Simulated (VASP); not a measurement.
# B2SbN: structure and properties in VASP

What structure does B2SbN take at this level, and what are its properties? The steps: rough relaxation of the start cell, relaxing cell and atoms (optB86b-vdW), single point with fields (optB86b-vdW), band structure (optB86b-vdW), density of states (optB86b-vdW), volume scan with optB86b-vdW, fit for optB86b-vdW, bands along the symmetry lines (optB86b-vdW + SOC) and field gradients at the nuclei (optB86b-vdW). The cell is invented: it takes the structure of COD entry 9008833, BAs (space group 216 there), with some of its atoms replaced by other elements, volume scaled by an estimate. It may not be a known or stable phase. Left out of this account: 1 further run (relaxation: it shows nothing beyond the runs told).

Program: VASP 6.6.1. Level of theory: optB86b-vdW; plane waves and PAW (Sb, N, B), in the first sound run; inputs show where later runs differ. Results are calculated unless marked as measured.

## (1) Starting point

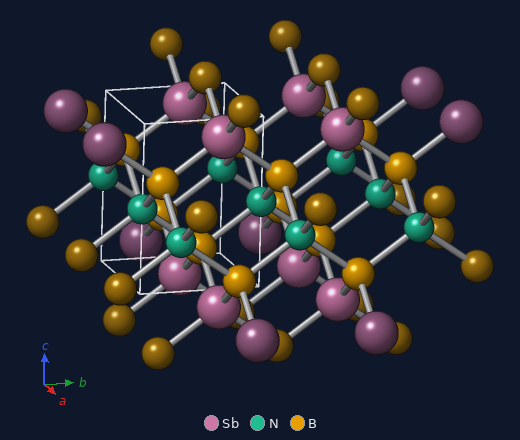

The cell as given, slightly off an axis (antimony pink, nitrogen teal, boron orange). 2×2×1 cells are drawn. Some periodic images of atoms are drawn too.

## (2) Rough relaxation of the start cell

The start is only an estimate, so a cheap relaxation brings it near a minimum before any careful run. optB86b-vdW pairs nonlocal correlation with a less repulsive exchange of B86b form. LUSE_VDW switches on a nonlocal correlation term for dispersion.

Input file INCAR:

```
SYSTEM = B2SbN
PREC = Normal
ENCUT = 520
EDIFF = 1E-05
NELM = 60
ISMEAR = 0
SIGMA = 0.05
LREAL = .FALSE.
ALGO = Fast
GGA = MK
AGGAC = 0
LUSE_VDW = .TRUE.
PARAM1 = 0.1234
PARAM2 = 1
LASPH = .TRUE.
NBANDS = 14
LORBIT = 11
LWAVE = .FALSE.
LCHARG = .FALSE.
KPAR = 2
IBRION = 2
NSW = 40
ISIF = 3
EDIFFG = -0.04
```

Input file POSCAR:

```
B2SbN
1.0
    3.2772830000      0.0000000000      0.0000000000
    0.0000000000      3.2772830000      0.0000000000
    0.0000000000      0.0000000000      4.6347790000
Sb N B
1 1 2
Direct
    0.5000000000      0.5000000000      0.0000000000
    0.0000000000      0.0000000000      0.5000000000
    0.0000000000      0.5000000000      0.2500000000
    0.5000000000      0.0000000000      0.7500000000
```

Input file KPOINTS:

```
Automatic mesh
0
Gamma
5 5 4
0 0 0
```

Potentials, in the order of the species: Sb, N and B (PBE family, release 64).

Started as:

```console
$ mpirun -np 2 vasp_std
```

What it wrote:

```text
[banner, memory and clock lines left out]
running    2 mpi-ranks, on    1 nodes
 distrk:  each k-point on    1 cores,    2 groups
 distr:  one band on    1 cores,    1 groups

 POSCAR found type information on POSCAR SbN B
 POSCAR found :  3 types and       4 ions
|                                                                             |
|               ----> ADVICE to this user running VASP <----                  |
|                                                                             |
|     You have switched on vdW-DFT.                                           |
|     This routine was written and supplied by Jiri Klimes. We recommend      |
|     that you carefully read and cite the following publications:            |
|       J. Klimes, D.R. Bowler, A. Michelides                                 |
|          J. Phys.: Cond Matt. 22 022201 (2010)                              |
|       J. Klimes, D.R. Bowler, A. Michelides                                 |
|          Phys. Rev. B. 83, 195131 (2011)                                    |
|     and references therein.                                                 |
|                                                                             |

|                                                                             |
|               ----> ADVICE to this user running VASP <----                  |
|                                                                             |
|     You enforced a specific xc type in the INCAR file but a different       |
|     [... a line on the potential file left out ...]
|     I HOPE YOU KNOW WHAT YOU ARE DOING!                                     |
|                                                                             |

 LDA part: xc-table for (Slater+PW92), standard interpolation
 POSCAR, INCAR and KPOINTS ok, starting setup
 FFT: planning ... GRIDC
 FFT: planning ... GRID_SOFT
 FFT: planning ... GRID
 WAVECAR not read
 entering main loop
       N       E                     dE             d eps       ncg     rms          rms(c)
DAV:   1     0.719512027276E+02    0.71951E+02   -0.68664E+03   504   0.101E+03
DAV:   2    -0.124152231321E+02   -0.84366E+02   -0.77435E+02   722   0.184E+02
DAV:   3    -0.172482947766E+02   -0.48331E+01   -0.47763E+01   618   0.499E+01
DAV:   4    -0.172968116493E+02   -0.48517E-01   -0.48490E-01   594   0.572E+00
DAV:   5    -0.172974670587E+02   -0.65541E-03   -0.65527E-03   666   0.646E-01    0.854E+00
RMM:   6    -0.165143888823E+02    0.78308E+00   -0.96304E-01   504   0.553E+00    0.510E+00
RMM:   7    -0.163423183213E+02    0.17207E+00   -0.49000E-01   504   0.413E+00    0.242E+00
RMM:   8    -0.163152799007E+02    0.27038E-01   -0.19655E-01   504   0.270E+00    0.666E-01
RMM:   9    -0.163142907781E+02    0.98912E-03   -0.22840E-02   504   0.126E+00    0.184E-01
RMM:  10    -0.163140485405E+02    0.24224E-03   -0.38079E-03   505   0.432E-01    0.457E-02
RMM:  11    -0.163141498944E+02   -0.10135E-03   -0.80895E-04   513   0.188E-01    0.344E-02
RMM:  12    -0.163141593138E+02   -0.94194E-05   -0.16485E-04   498   0.858E-02    0.168E-02
RMM:  13    -0.163141578610E+02    0.14528E-05   -0.28443E-05   400   0.375E-02
   1 F= -.16314158E+02 E0= -.16314158E+02  d E =-.163142E+02
 curvature:   0.00 expect dE= 0.000E+00 dE for cont linesearch  0.000E+00
 trial: gam= 0.00000 g(F)=  0.489E+01 g(S)=  0.840E+00 ort = 0.000E+00 (trialstep = 0.100E+01)
 search vector abs. value=  0.573E+01
 bond charge predicted
       N       E                     dE             d eps       ncg     rms          rms(c)
DAV:   1    -0.179875022273E+02   -0.16733E+01   -0.13173E+02   504   0.895E+01    0.695E+00
RMM:   2    -0.176892284800E+02    0.29827E+00   -0.47733E+00   504   0.173E+01    0.296E+00
RMM:   3    -0.176406557732E+02    0.48573E-01   -0.48898E-01   512   0.539E+00    0.192E+00
RMM:   4    -0.175917010600E+02    0.48955E-01   -0.11963E-01   505   0.253E+00    0.354E-01
RMM:   5    -0.175896423525E+02    0.20587E-02   -0.16633E-02   508   0.985E-01    0.188E-01
RMM:   6    -0.175899099057E+02   -0.26755E-03   -0.42415E-03   520   0.412E-01    0.111E-01
RMM:   7    -0.175899726582E+02   -0.62753E-04   -0.67866E-04   532   0.174E-01    0.385E-02
RMM:   8    -0.175899760456E+02   -0.33874E-05   -0.15403E-04   507   0.886E-02    0.719E-03
RMM:   9    -0.175899771395E+02   -0.10939E-05   -0.36416E-05   412   0.418E-02
   2 F= -.17589977E+02 E0= -.17589278E+02  d E =-.127582E+01
[... from here on, the cycles between the ionic steps are left out ...]
   3 F= -.17986475E+02 E0= -.17986193E+02  d E =-.167232E+01
   4 F= -.18596748E+02 E0= -.18595967E+02  d E =-.610273E+00
   5 F= -.18614969E+02 E0= -.18614038E+02  d E =-.628494E+00
   6 F= -.18678936E+02 E0= -.18678398E+02  d E =-.639670E-01
   7 F= -.18686169E+02 E0= -.18685535E+02  d E =-.711993E-01
   8 F= -.18686170E+02 E0= -.18685542E+02  d E =-.712007E-01
   9 F= -.18686234E+02 E0= -.18685671E+02  d E =-.640186E-04
 trial-energy change:   -0.000064  1 .order   -0.000070   -0.001851    0.001711
 step:   0.5425(harm=  0.5425)  dis= 0.00162  next Energy=   -18.686651 (dE=-0.481E-03)
 bond charge predicted
       N       E                     dE             d eps       ncg     rms          rms(c)
DAV:   1    -0.186870427368E+02   -0.80851E-03   -0.11419E-02   534   0.895E-01    0.148E-01
RMM:   2    -0.186866699276E+02    0.37281E-03   -0.78607E-04   504   0.204E-01    0.477E-02
RMM:   3    -0.186866477893E+02    0.22138E-04   -0.87840E-05   497   0.823E-02    0.232E-02
RMM:   4    -0.186866372339E+02    0.10555E-04   -0.25182E-05   408   0.342E-02    0.525E-03
RMM:   5    -0.186866376345E+02   -0.40053E-06   -0.62931E-06   298   0.163E-02
  10 F= -.18686638E+02 E0= -.18686046E+02  d E =-.467469E-03
 curvature:  -0.27 expect dE=-0.467E-05 dE for cont linesearch -0.618E-07
 trial: gam=-0.00175 g(F)=  0.556E-05 g(S)=  0.116E-04 ort = 0.201E-04 (trialstep = 0.944E+00)
 search vector abs. value=  0.171E-04
 reached required accuracy - stopping structural energy minimisation
```

Run time: 82 s. Hardware: 2 MPI ranks of Intel Xeon Platinum 8375C at 2.90GHz (Ice Lake), shared host; peak memory 0.48 GiB.

Lines that name or quote the potential files are left out of all logs, and their timing lines are given in words.

OUTCAR, selected parts (step 2):

```text
ion  position               nearest neighbor table
   1  0.500  0.500  0.000-   3 2.01   4 2.01   4 2.01   3 2.01
   2  0.000  0.000  0.500-
   3  0.000  0.500  0.250-   1 2.01   1 2.01
   4  0.500  0.000  0.750-   1 2.01   1 2.01

  LATTYP: Found a simple tetragonal cell.
 ALAT       =     3.2772830000
 C/A-ratio  =     1.4142138473

 Subroutine GETGRP returns: Found  8 space group operations
 (whereof  8 operations were pure point group operations)

The static configuration has the point symmetry D_2d.

 Found     18 irreducible k-points:

   k-points           NKPTS =     18   k-points in BZ     NKDIM =     18   number of bands    NBANDS=     14

   dimension x,y,z NGX =    18 NGY =   18 NGZ =   28
   dimension x,y,z NGXF=    36 NGYF=   36 NGZF=   56

   ENCUT  =  520.0 eV  38.22 Ry    6.18 a.u.   6.09  6.09  8.62*2*pi/ulx,y,z

   NELECT =      16.0000    total number of electrons

 k-points in reciprocal lattice and weights: Automatic mesh
   0.00000000  0.00000000  0.00000000       0.010
   0.20000000  0.00000000  0.00000000       0.040
   0.40000000  0.00000000  0.00000000       0.040
   0.20000000  0.20000000  0.00000000       0.040
   0.40000000  0.20000000  0.00000000       0.080
   0.40000000  0.40000000  0.00000000       0.040
   0.00000000  0.00000000  0.25000000       0.020
   0.20000000  0.00000000  0.25000000       0.080
   0.40000000  0.00000000  0.25000000       0.080
[...]
0.40000000  0.20000000  0.50000000       0.080
   0.40000000  0.40000000  0.50000000       0.040

 average (electrostatic) potential at core
       1 -83.9030       2 -62.0000       3 -25.8251       4 -25.8251

 E-fermi :   9.1962

 k-point     1 :       0.0000    0.0000    0.0000
  band No.  band energies     occupation
    ...
      3      -0.4401      2.00000
      4       2.5445      2.00000
      5       2.5445      2.00000
      6       7.5931      2.00000
      7       8.0993      2.00000
      8       9.5233      0.00000
      9       9.5233      0.00000
     10      10.5544      0.00000
     11      12.7547      0.00000
     12      12.7547      0.00000
    ...

 k-point     2 :       0.2000    0.0000    0.0000
  band No.  band energies     occupation
    ...
      4       1.3757      2.00000
      5       2.7888      2.00000
      6       6.4089      2.00000
      7       6.6464      2.00000
      8       9.1775      1.40182
      9       9.3386      0.00006
     10      11.9688      0.00000
     11      12.1293      0.00000
     12      13.2750      0.00000
     13      14.3155      0.00000
    ...

 k-point     3 :       0.4000    0.0000    0.0000
  band No.  band energies     occupation
    ...
      4       1.5198      2.00000
      5       3.2454      2.00000
      6       3.2494      2.00000
      7       4.1194      2.00000
      8       8.8852      2.00000
      9      10.4233      0.00000
     10      12.2495      0.00000
     11      12.7428      0.00000
     12      14.7504      0.00000
     13      15.2510      0.00000
    ...

Total vdW correction in eV:      2.1480265

  Total       -0.0182100     -0.0182100      0.0173935      0.0000000      0.0000000      0.0000000
  in kB       -0.6339891     -0.6339891      0.6055620      0.0000000      0.0000000      0.0000000
  external PRESSURE =      -0.2208054 kB  Pullay stress =       0.0000000 kB

  energy-cutoff  :      520.00
  volume of cell :       46.02
      direct lattice vectors                 reciprocal lattice vectors
     3.151152745  0.000000000  0.000000000     0.317344185 -0.000000000 -0.000000000
     0.000000000  3.151152745 -0.000000000     0.000000000  0.317344185 -0.000000000
     0.000000000  0.000000000  4.634477909     0.000000000  0.000000000  0.215774035

 POSITION                                       TOTAL-FORCE (eV/Angst)
 -----------------------------------------------------------------------------------
      1.57558      1.57558      0.00000        -0.000000     -0.000000      0.000000
      0.00000      0.00000      2.31724        -0.000000      0.000000      0.000000
      0.00000      1.57558      1.52072         0.000000      0.000000      0.007594
      1.57558      0.00000      3.11376        -0.000000     -0.000000     -0.007594
 -----------------------------------------------------------------------------------
    total drift:                               -0.000000      0.000000      0.000000

  FREE ENERGIE OF THE ION-ELECTRON SYSTEM (eV)
  ---------------------------------------------------
  free  energy   TOTEN  =       -18.6866376345 eV

  energy  without entropy=      -18.6854540324  energy(sigma->0) =      -18.68604583

Total vdW correction in eV:      2.1480360

 reached required accuracy - stopping structural energy minimisation

 total charge
# of ion       s       p       d       tot
------------------------------------------
    1        1.098   1.550   0.089   2.738
    2        1.216   2.405   0.000   3.621
    3        0.613   1.095   0.000   1.708
    4        0.613   1.095   0.000   1.708
--------------------------------------------------
tot          3.539   6.146   0.089   9.774

[... 3 further parts left out ...]
```

The k-mesh is coarse for a metal. This relaxation is a rough one on cheap settings, only to bring the start near its minimum. The PAW data sets were made with PBE, which is usual practice but a small mismatch for other functionals. The run keeps the 8 symmetry operations of its start, so it cannot find a distortion of lower symmetry.

Relaxation path:

```tsv
step	energy less that of the first step (eV)	largest force (eV/Å)	pressure (GPa)	volume (Å³)
1	0.0000	7.1181	13.89	49.78
2	-1.2758	0.9382	-21.58	57.91
3	-1.6723	1.1424	-14.71	54.86
4	-2.2826	0.1017	-3.15	47.54
5	-2.3008	0.0335	0.04	46.31
6	-2.3648	0.0431	0.45	46.00
7	-2.3720	0.0640	0.69	45.83
8	-2.3720	0.0620	0.68	45.84
9	-2.3721	0.0431	-0.68	46.18
10	-2.3725	0.0076	-0.02	46.02
```

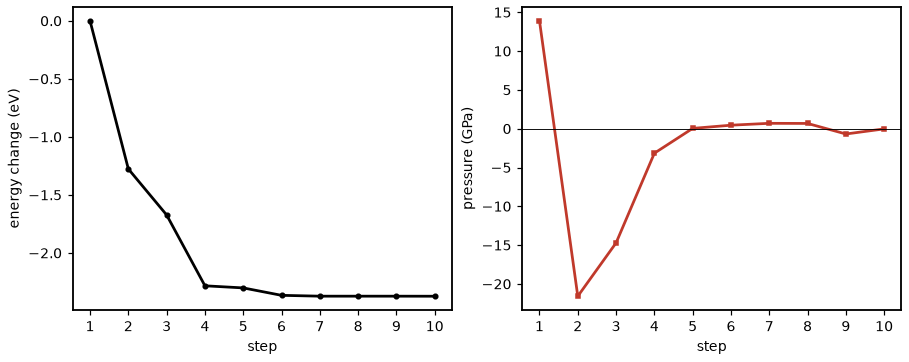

Energy and pressure along the relaxation.

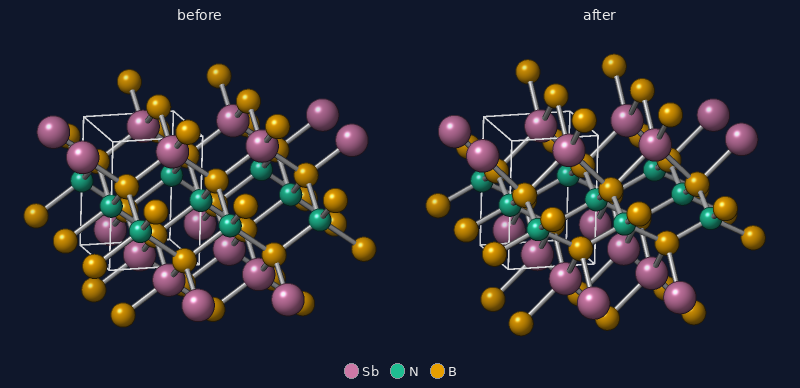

The structure before and after the relaxation, drawn at the same scale.

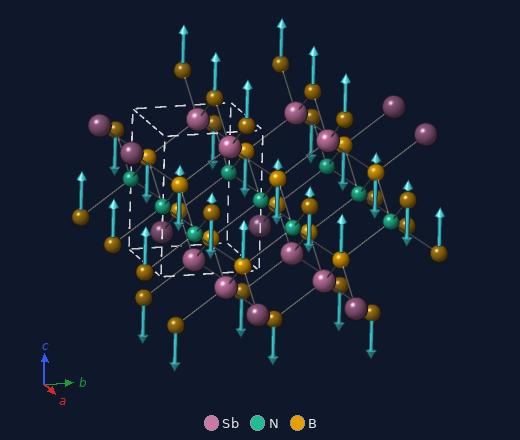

Displacements in the relaxation, exaggerated, measured against the changing cell; the longest in the cell stands for 0.36 Å. 2×2×1 cells are drawn. Some periodic images of atoms are drawn too.

```tsv
conventional cell, symmetrised	before	after	change
a (Å)	3.277	3.151	-3.8 %
b (Å)	3.277	3.151	-3.8 %
c (Å)	4.635	4.634	-0.0 %
volume (Å³/atom)	12.45	11.50	-7.6 %
```

The atoms that moved most (Å, as changes of fractional coordinates times the final cell):

```tsv
atom	dx	dy	dz	length
B4	0.000	0.000	-0.362	0.362
B3	0.000	0.000	0.362	0.362
```

The relaxed structure:

```
Sb N B
1.0
     3.15115    0.00000    0.00000
     0.00000    3.15115    0.00000
     0.00000    0.00000    4.63448
Sb N B
1 1 2
Cartesian
  1.5756 1.5756 0.0000
  0.0000 0.0000 2.3172
  0.0000 1.5756 1.5207
  1.5756 0.0000 3.1138
```

This step gave:

| Item | Value |
| --- | --- |
| electrons | 16 |
| bands | 14 |
| irreducible k-points | 18 |
| symmetry operations | 8 |
| free energy (TOTEN) | -18.69 eV |
| energy at zero smearing | -18.69 eV |
| Fermi energy | 9.196 eV |
| pressure | -0.02208 GPa |
| metallic | yes |
| SCF cycles over all ionic steps | 68 |

It ends with a largest force of 0.008 eV/Å and a pressure of -0.02 GPa.

(Part 1 of 5 ends here.)

[Lines on the potential files, build, host, timing and source positions are cut from VASP's logs without a mark.]

[Logs are printed without paths, hosts, clocks, repeated set-up lines and the standing remarks that a program may print on its own settings, such as how far it seeks lower states.]

[Hosts, paths, dates, database ids (printed as entryN), source tags and the programs' standing remarks are cut or masked in the printed files.]

[A measured line is paired with the nearest computed mode of its activity, which favours agreement.]
